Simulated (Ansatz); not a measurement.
**CH₄NSi (SMILES NC=[SiH]) (doublet): density, localisation and related maps**

Input file:

```
crystal:
  periodic: [false, false, false]
  atoms:
    - { symbol: "N", position_ang: [-0.97994, 0.49634, -0.52197] }
    - { symbol: C, position_ang: [0.14481, 0.14219, 0.22318] }
    - { symbol: Si, position_ang: [1.3349, -1.10053, -0.3701] }
    - { symbol: H, position_ang: [-1.48292, -0.28139, -0.92304] }
    - { symbol: H, position_ang: [-1.58611, 1.18883, -0.10835] }
    - { symbol: H, position_ang: [0.50612, 0.98107, 0.81538] }
    - { symbol: H, position_ang: [2.06313, -1.4265, 0.8849] }
magnetization:
  spin_polarized: true
  initial_magnetization: 1
basis:
  gaussian: { orbitals: def2-SVP }
hamiltonian:
  xc: b3lyp
relax:
  f_tol: 0.015
  max_steps: 40
output:
  orbitals: {}
```

Run with:

```sh
ansatz run input.yaml --threads 1 --pin off --max-ram 2048MiB --backend cpu --events-out ev --progress --plain --runs-dir out
```

The fields are those of the relaxed geometry.

Level of theory: UKS B3LYP/def2-SVP in Ansatz.

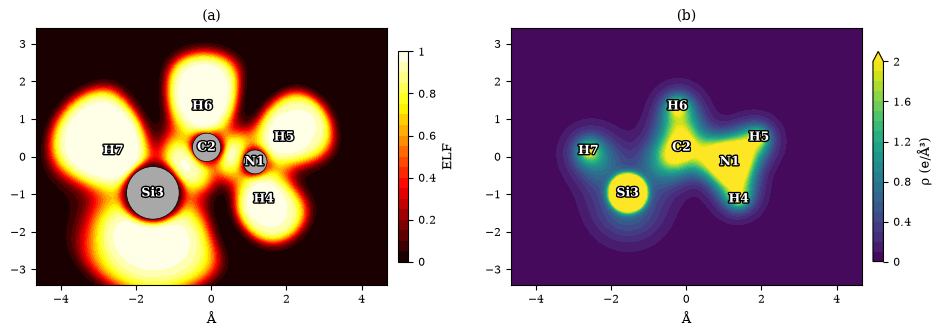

Figure 1. (a) electron localisation function; (b) total electron density on the molecular plane. Grey discs cover the atomic cores in the ELF map.

> Read the bonding off the picture.

- The section cuts through N, C, Si and H sites.
- C–N (1.35 Å): ρ is about 2.4 e/Å³ halfway, with its minimum of 2.1 e/Å³ about 0.5 Å from C; the ELF peaks at about 0.95 between the atoms (a covalent bond).
- C–Si (1.87 Å): ρ is about 0.91 e/Å³ halfway; the ELF peaks at about 0.95 between the atoms (localised, covalent bonding).
- N–H (1.01 Å): the density is about 2.9 e/Å³ at the midpoint; the ELF climbs to about 1 towards the hydrogen, as it does in any bond to H (an ordinary covalent bond to hydrogen).
- C–H (1.10 Å): ρ is about 1.9 e/Å³ halfway; the ELF climbs to about 1 towards the hydrogen: an ordinary covalent bond to hydrogen.
- Si–H (1.53 Å): ρ is about 0.7 e/Å³ halfway; the ELF climbs to about 1 towards the hydrogen.
- The ELF also peaks beside Si3, away from the bonds: non-bonding electrons, paired or unpaired.

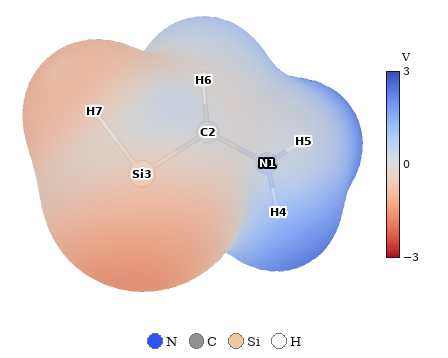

Figure 2. The electrostatic potential painted on the density surface at 0.002 e/bohr³, seen at a tilt; the colour scale runs from red (negative) to blue (positive).

> Where is the surface potential most negative and most positive?

The most negative region (about −1.5 V) lies over Si3, the most positive (about +2.5 V) over H5.

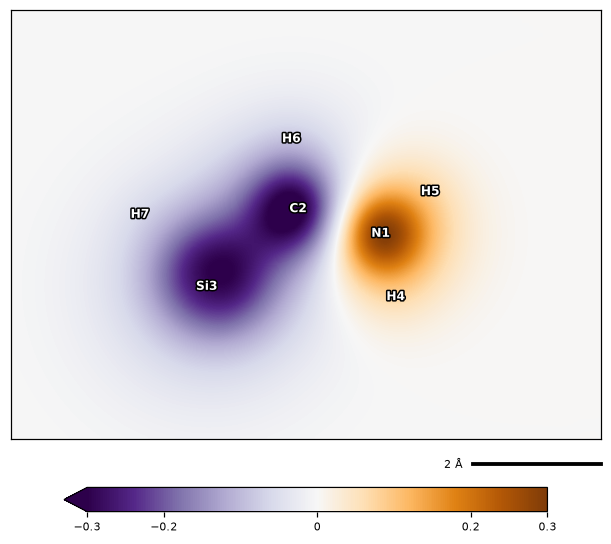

Figure 3. One frontier orbital on a plane 0.8 Å above the molecular plane (values in Å⁻³ᐟ²; the overall sign is arbitrary).

> Which orbital is it: HOMO (α) or LUMO (α)?

The HOMO (α), at −5.01 eV. It lies mainly on Si3 (about 40 %), C2 (about 30 %) and N1 (about 20 %); it changes sign across the molecular plane (π type); π-bonding across C2–Si3; π-antibonding (a node) across N1–C2.
